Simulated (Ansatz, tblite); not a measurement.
**B(CH2SiH3)3 (C3H15BSi3): removing and adding an electron**

Aim: the energy of removing and adding an electron for B(CH2SiH3)3 (C3H15BSi3), by energy differences, and how well orbital energies stand in for it.

The runs use Ansatz 0.2.0, Gaussian basis; as each input shows.

Plan: charge +1 doublet, at the geometry of the singlet (PBE0-D4/def2-TZVP, PBE-D4/def2-TZVP, revPBE-D4/def2-TZVP); charge -1 doublet, at the geometry of the singlet (PBE0-D4/def2-TZVPD, PBE-D4/def2-TZVPD, revPBE-D4/def2-TZVPD); the starting singlet's energies come from earlier runs.

2 further runs of the same task are left out: 2 set aside as unsound or not needed.

### 1 The relaxed structure

The geometry is that of the singlet, from an earlier relaxation (PBE-D4/def2-SVP).

22 atoms, charge 0, spin multiplicity 1.

Atoms are counted from 1 here; the program's logs count them from 0.

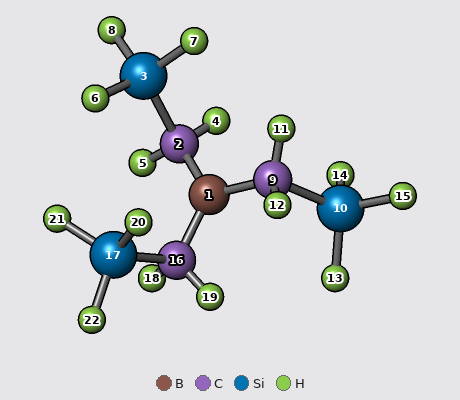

The structure; boron brown, carbon purple, silicon blue, hydrogen green; atoms are numbered from 1 in the order of the file.

### 2 Charge +1 doublet at the fixed geometry, PBE0-D4/def2-TZVP

Contents of in.yaml:

```yaml
crystal:
  periodic: [false, false, false]
  atoms:
    - {symbol: B, position_ang: [-0.033991, -0.053277, 0.321357]}
    - {symbol: C, position_ang: [1.539424, -0.004974, 0.380866]}
    - {symbol: Si, position_ang: [2.287127, 0.407358, -1.318753]}
    - {symbol: H, position_ang: [1.887641, 0.830157, 1.028987]}
    - {symbol: H, position_ang: [2.006743, -0.945837, 0.739406]}
    - {symbol: H, position_ang: [1.832462, -0.560761, -2.377228]}
    - {symbol: H, position_ang: [1.874337, 1.791388, -1.744347]}
    - {symbol: H, position_ang: [3.791591, 0.360270, -1.257009]}
    - {symbol: C, position_ang: [-0.850624, 1.284910, 0.191015]}
    - {symbol: Si, position_ang: [-1.272862, 1.900867, 1.940144]}
    - {symbol: H, position_ang: [-0.293180, 2.112778, -0.296509]}
    - {symbol: H, position_ang: [-1.826552, 1.152039, -0.323534]}
    - {symbol: H, position_ang: [-2.082112, 0.872752, 2.685479]}
    - {symbol: H, position_ang: [-0.014673, 2.168052, 2.724025]}
    - {symbol: H, position_ang: [-2.070579, 3.177006, 1.877757]}
    - {symbol: C, position_ang: [-0.808414, -1.420241, 0.392412]}
    - {symbol: Si, position_ang: [-0.922127, -2.228694, -1.326786]}
    - {symbol: H, position_ang: [-0.308907, -2.173081, 1.039436]}
    - {symbol: H, position_ang: [-1.859288, -1.296797, 0.731912]}
    - {symbol: H, position_ang: [-1.406469, -1.239267, -2.354158]}
    - {symbol: H, position_ang: [0.419554, -2.751185, -1.762119]}
    - {symbol: H, position_ang: [-1.889080, -3.383432, -1.292324]}
basis:
  gaussian: {orbitals: def2-TZVP}
total_charge: 1
magnetization: {spin_polarized: true, initial_magnetization: 1}
hamiltonian: {xc: pbe0, dispersion: d4}
scf: {omitted_lower_state_checks: [starts]}
output: {orbitals: {seedname: orbitals}}
```

The run is started by

```bash
$ ansatz run in.yaml --threads 2 --pin off --events-out ev --progress --plain --max-ram 32768MiB --backend cuda --devices 0, --max-vram 18GiB
```

Standard output:

```text
Functional definition: PBE0
  name "PBE0"
  cite "Adamo & Barone, J. Chem. Phys. 110, 6158 (1999) doi:10.1063/1.478522"
  cite "Perdew, Burke & Ernzerhof, Phys. Rev. Lett. 77, 3865 (1996) doi:10.1103/PhysRevLett.77.3865"
  parent pbe
  parameter a = 0.25
  parameter kappa = 0.804
  parameter beta = 0.06672455060314922
  exchange = (1 - a)*pbe_x(kappa = kappa, mu = beta*pi^2/3) + a*exact_x
  correlation = pbe_c(beta = beta)
these checks for a lower state are left out or cut short: starts
2173 factors; their error is unknown
mean field evaluation 1: about -27619.8436 eV, gradient 6.6e1 eV
mean field evaluation 2: about -27540.5483 eV, gradient 1.2e2 eV
mean field evaluation 4: about -27639.8030 eV, gradient 1.8e1 eV
mean field evaluation 8: about -27642.1500 eV, gradient 1.2e0 eV
mean field evaluation 16: about -27642.2486 eV, gradient 5.6e-1 eV
mean field evaluation 32: about -27642.4102 eV, gradient 1.3e-5 eV
mean field -27642.41021528 eV, -1015.8398387131 hartree, gradient 1.3e-5 eV, S^2 0.755549; 0 other end points of the search recorded, 0 dependent functions left out
reference -27642.41026655 eV, -1015.8398405970 hartree; 40, 39 occupied and 285, 286 virtual orbitals, 2173 factors
Total energy: -27642.90692346 eV, -1015.8580924017 hartree
Checks for a lower state left out: starts
```

Wall time 9.5 s (1 × H100 (card shared with other runs) with 2 threads of AMD EPYC 7R13, shared host); peak host memory 0.96 GiB.

HOMO -12.91 eV, LUMO -11.49 eV (over both spins); ⟨S²⟩ 0.756 (pure: 0.75).

### 3 Charge +1 doublet at the fixed geometry, PBE-D4/def2-TZVP

start.molden holds the orbitals of an earlier run on this state, given as this run's starting guess.

in.yaml: that of step 2 with these lines changed.

```diff
@@ -26,6 +26,6 @@
 basis:
-  gaussian: {orbitals: def2-TZVP}
+  gaussian: {orbitals: def2-TZVP, initial_orbitals: start.molden}
 total_charge: 1
 magnetization: {spin_polarized: true, initial_magnetization: 1}
-hamiltonian: {xc: pbe0, dispersion: d4}
+hamiltonian: {xc: pbe, dispersion: d4}
 scf: {omitted_lower_state_checks: [starts]}
```

Launched as before.

Standard output:

```text
Functional definition: PBE
  name "PBE"
  cite "Perdew, Burke & Ernzerhof, Phys. Rev. Lett. 77, 3865 (1996) doi:10.1103/PhysRevLett.77.3865"
  parent pbe
  parameter kappa = 0.804
  parameter beta = 0.06672455060314922
  exchange = pbe_x(kappa = kappa, mu = beta*pi^2/3)
  correlation = pbe_c(beta = beta)
these checks for a lower state are left out or cut short: starts
2125 factors; their error is unknown
mean field evaluation 1: about -27639.2187 eV, gradient 9.2e0 eV
mean field evaluation 2: about -27639.4199 eV, gradient 3.3e-1 eV
mean field evaluation 4: about -27639.3944 eV, gradient 4.6e-1 eV
mean field evaluation 8: about -27639.3967 eV, gradient 1.3e-3 eV
mean field evaluation 16: about -27639.3967 eV, gradient 1.1e-5 eV
mean field -27639.39672414 eV, -1015.7290949563 hartree, gradient 1.1e-5 eV, S^2 0.751670; 0 other end points of the search recorded, 0 dependent functions left out
reference -27639.39679237 eV, -1015.7290974634 hartree; 40, 39 occupied and 285, 286 virtual orbitals, 2125 factors
Total energy: -27639.96780956 eV, -1015.7500819584 hartree
Checks for a lower state left out: starts
```

Run time: 7.5 s. Hardware: 1 × H100 (card shared with other runs) with 2 threads of AMD EPYC 7R13, shared host; peak host memory 0.94 GiB.

Report: HOMO -11.75 eV, LUMO -11.67 eV (over both spins); ⟨S²⟩ 0.752 (pure: 0.75).

### 4 Charge +1 doublet at the fixed geometry, revPBE-D4/def2-TZVP

in.yaml: that of step 3 with these lines changed.

```diff
@@ -29,3 +29,3 @@
 magnetization: {spin_polarized: true, initial_magnetization: 1}
-hamiltonian: {xc: pbe, dispersion: d4}
+hamiltonian: {xc: {name: revPBE}, dispersion: d4}
 scf: {omitted_lower_state_checks: [starts]}
```

The command is unchanged.

Standard output:

```text
Functional definition: revPBE
  name "revPBE"
  cite "Zhang & Yang, Phys. Rev. Lett. 80, 890 (1998) doi:10.1103/PhysRevLett.80.890"
  cite "Perdew, Burke & Ernzerhof, Phys. Rev. Lett. 77, 3865 (1996) doi:10.1103/PhysRevLett.77.3865"
  parameter kappa = 1.245
  parameter beta = 0.06672455060314922
  exchange = pbe_x(kappa = kappa, mu = beta*pi^2/3)
  correlation = pbe_c(beta = beta)
these checks for a lower state are left out or cut short: starts
2125 factors; their error is unknown
mean field evaluation 1: about -27651.6182 eV, gradient 8.5e0 eV
mean field evaluation 2: about -27651.7755 eV, gradient 2.9e-1 eV
mean field evaluation 4: about -27651.7458 eV, gradient 2.8e-1 eV
mean field evaluation 8: about -27651.7466 eV, gradient 5.2e-4 eV
mean field evaluation 16: about -27651.7466 eV, gradient 2.8e-5 eV
mean field -27651.74664115 eV, -1016.1829460350 hartree, gradient 6.7e-6 eV, S^2 0.751788; 0 other end points of the search recorded, 0 dependent functions left out
reference -27651.74672657 eV, -1016.1829491743 hartree; 40, 39 occupied and 285, 286 virtual orbitals, 2125 factors
Total energy: -27653.31150388 eV, -1016.2404536798 hartree
Checks for a lower state left out: starts
```

Wall time 11 s (1 × H100 (card shared with other runs) with 2 threads of AMD EPYC 7R13, shared host); peak host memory 0.94 GiB.

HOMO -11.74 eV, LUMO -11.64 eV (over both spins); ⟨S²⟩ 0.752 (pure: 0.75).

### 5 Vertical ionisation energy

Charged state less starting state, singlet to doublet; the starting state's energies are those of its earlier runs.

```tsv
level	vertical ionisation energy (eV)	time
PBE-D4/def2-TZVP	+9.49	12 s
revPBE-D4/def2-TZVP	+9.55	18 s
PBE0-D4/def2-TZVP	+9.98	16 s
```

Times add the two runs; a level without a time comes out of a correlated run.

Beside −ε(HOMO) of the starting state:

```tsv
level	−ε(HOMO) (eV)	by difference (eV)	mismatch (eV)
PBE-D4/def2-TZVP	7.12	9.49	-2.37
revPBE-D4/def2-TZVP	7.07	9.55	-2.48
PBE0-D4/def2-TZVP	8.37	9.98	-1.62
```

### 6 Charge -1 doublet at the fixed geometry, PBE0-D4/def2-TZVPD

in.yaml: that of step 4 with these lines changed.

```diff
@@ -26,6 +26,6 @@
 basis:
-  gaussian: {orbitals: def2-TZVP, initial_orbitals: start.molden}
-total_charge: 1
+  gaussian: {orbitals: def2-TZVPD}
+total_charge: -1
 magnetization: {spin_polarized: true, initial_magnetization: 1}
-hamiltonian: {xc: {name: revPBE}, dispersion: d4}
+hamiltonian: {xc: pbe0, dispersion: d4}
 scf: {omitted_lower_state_checks: [starts]}
```

The command is unchanged.

Standard output (excerpt; [...] marks lines left out):

```text
Functional definition: PBE0
  name "PBE0"
  cite "Adamo & Barone, J. Chem. Phys. 110, 6158 (1999) doi:10.1063/1.478522"
  cite "Perdew, Burke & Ernzerhof, Phys. Rev. Lett. 77, 3865 (1996) doi:10.1103/PhysRevLett.77.3865"
  parent pbe
[...]
2340 factors; their error is unknown
[...]
mean field -27652.04110001 eV, -1016.1937671988 hartree, gradient 1.9e-5 eV, S^2 0.754784; 0 other end points of the search recorded, 0 dependent functions left out
reference -27652.04117382 eV, -1016.1937699112 hartree; 41, 40 occupied and 371, 372 virtual orbitals, 2340 factors
Total energy: -27652.64092373 eV, -1016.2158103138 hartree
Checks for a lower state left out: starts
```

Wall time 11 s (1 × H100 (card shared with other runs) with 2 threads of AMD EPYC 7R13, shared host); peak host memory 1 GiB.

HOMO 1.59 eV, LUMO 2.89 eV (over both spins); ⟨S²⟩ 0.755 (pure: 0.75). Doubts: highest occupied level lies above zero.

### 7 Charge -1 doublet at the fixed geometry, PBE-D4/def2-TZVPD

in.yaml: that of step 6 with these lines changed.

```diff
@@ -26,6 +26,6 @@
 basis:
-  gaussian: {orbitals: def2-TZVPD}
+  gaussian: {orbitals: def2-TZVPD, initial_orbitals: start.molden}
 total_charge: -1
 magnetization: {spin_polarized: true, initial_magnetization: 1}
-hamiltonian: {xc: pbe0, dispersion: d4}
+hamiltonian: {xc: pbe, dispersion: d4}
 scf: {omitted_lower_state_checks: [starts]}
```

Same command.

Standard output:

```text
Functional definition: PBE
  name "PBE"
  cite "Perdew, Burke & Ernzerhof, Phys. Rev. Lett. 77, 3865 (1996) doi:10.1103/PhysRevLett.77.3865"
  parent pbe
  parameter kappa = 0.804
  parameter beta = 0.06672455060314922
  exchange = pbe_x(kappa = kappa, mu = beta*pi^2/3)
  correlation = pbe_c(beta = beta)
these checks for a lower state are left out or cut short: starts
2277 factors; their error is unknown
mean field evaluation 1: about -27648.6205 eV, gradient 9.3e0 eV
mean field evaluation 2: about -27648.7968 eV, gradient 2.2e-1 eV
mean field evaluation 4: about -27648.7486 eV, gradient 1.9e-2 eV
mean field evaluation 8: about -27648.7486 eV, gradient 2.2e-5 eV
mean field -27648.74855427 eV, -1016.0727683744 hartree, gradient 2.8e-6 eV, S^2 0.752892; 0 other end points of the search recorded, 0 dependent functions left out
reference -27648.74864709 eV, -1016.0727717857 hartree; 41, 40 occupied and 371, 372 virtual orbitals, 2277 factors
Total energy: -27649.43858034 eV, -1016.0981263647 hartree
Checks for a lower state left out: starts
```

Run time: 9.5 s. Hardware: 1 × H100 (card shared with other runs) with 2 threads of AMD EPYC 7R13, shared host; peak host memory 1 GiB.

Report: HOMO 1.90 eV, LUMO 2.31 eV (over both spins); ⟨S²⟩ 0.753 (pure: 0.75). Doubts: highest occupied level lies above zero.

### 8 Charge -1 doublet at the fixed geometry, revPBE-D4/def2-TZVPD

in.yaml: that of step 7 with these lines changed.

```diff
@@ -29,3 +29,3 @@
 magnetization: {spin_polarized: true, initial_magnetization: 1}
-hamiltonian: {xc: pbe, dispersion: d4}
+hamiltonian: {xc: {name: revPBE}, dispersion: d4}
 scf: {omitted_lower_state_checks: [starts]}
```

Launched as before.

Standard output:

```text
Functional definition: revPBE
  name "revPBE"
  cite "Zhang & Yang, Phys. Rev. Lett. 80, 890 (1998) doi:10.1103/PhysRevLett.80.890"
  cite "Perdew, Burke & Ernzerhof, Phys. Rev. Lett. 77, 3865 (1996) doi:10.1103/PhysRevLett.77.3865"
  parameter kappa = 1.245
  parameter beta = 0.06672455060314922
  exchange = pbe_x(kappa = kappa, mu = beta*pi^2/3)
  correlation = pbe_c(beta = beta)
these checks for a lower state are left out or cut short: starts
2277 factors; their error is unknown
mean field evaluation 1: about -27660.9069 eV, gradient 8.5e0 eV
mean field evaluation 2: about -27661.0416 eV, gradient 1.8e-1 eV
mean field evaluation 4: about -27660.9923 eV, gradient 1.6e-2 eV
mean field evaluation 8: about -27660.9923 eV, gradient 1.4e-5 eV
mean field -27660.99230679 eV, -1016.5227179805 hartree, gradient 1.4e-5 eV, S^2 0.753372; 0 other end points of the search recorded, 0 dependent functions left out
reference -27660.99242130 eV, -1016.5227221886 hartree; 41, 40 occupied and 371, 372 virtual orbitals, 2277 factors
Total energy: -27662.90120287 eV, -1016.5928686176 hartree
Checks for a lower state left out: starts
```

It took 12 s on 1 × H100 (card shared with other runs) with 2 threads of AMD EPYC 7R13, shared host; peak host memory 0.97 GiB.

From the report: HOMO 1.98 eV, LUMO 2.38 eV (over both spins); ⟨S²⟩ 0.753 (pure: 0.75). Doubts: highest occupied level lies above zero.

### 9 Vertical electron affinity

Starting state less charged state (positive: the electron is bound), singlet to doublet; the starting state's energies are those of its earlier runs.

```tsv
level	vertical electron affinity (eV)	time
PBE-D4/def2-TZVPD	-0.05	15 s
revPBE-D4/def2-TZVPD	0.00	16 s
PBE0-D4/def2-TZVPD	-0.28	16 s
```

Times add the two runs; a level without a time comes out of a correlated run.

Beside −ε(LUMO) of the starting state:

```tsv
level	−ε(LUMO) (eV)	by difference (eV)	mismatch (eV)
PBE-D4/def2-TZVPD	1.83	-0.05	+1.89
revPBE-D4/def2-TZVPD	1.74	0.00	+1.74
PBE0-D4/def2-TZVPD	0.94	-0.28	+1.22
```

### 10 Summary of results

| quantity | value |
| --- | --- |
| vertical ionisation energy, functionals in def2-TZVP | 9.49 (PBE-D4) to 9.98 eV (PBE0-D4) |
| vertical electron affinity, functionals in def2-TZVPD | -0.28 (PBE0-D4) to 0.00 eV (revPBE-D4) |

The vertical ionisation energy spans 9.49 to 9.98 eV over the functionals. −ε(HOMO) misses the level's own difference by -1.62 eV at best (PBE0-D4) and -2.48 eV at worst (revPBE-D4). The vertical electron affinity spans -0.28 to 0.00 eV over the functionals. A negative affinity means an unbound electron, held by the basis alone. −ε(LUMO) misses the level's own difference by +1.22 eV at best (PBE0-D4) and +1.89 eV at worst (PBE-D4).
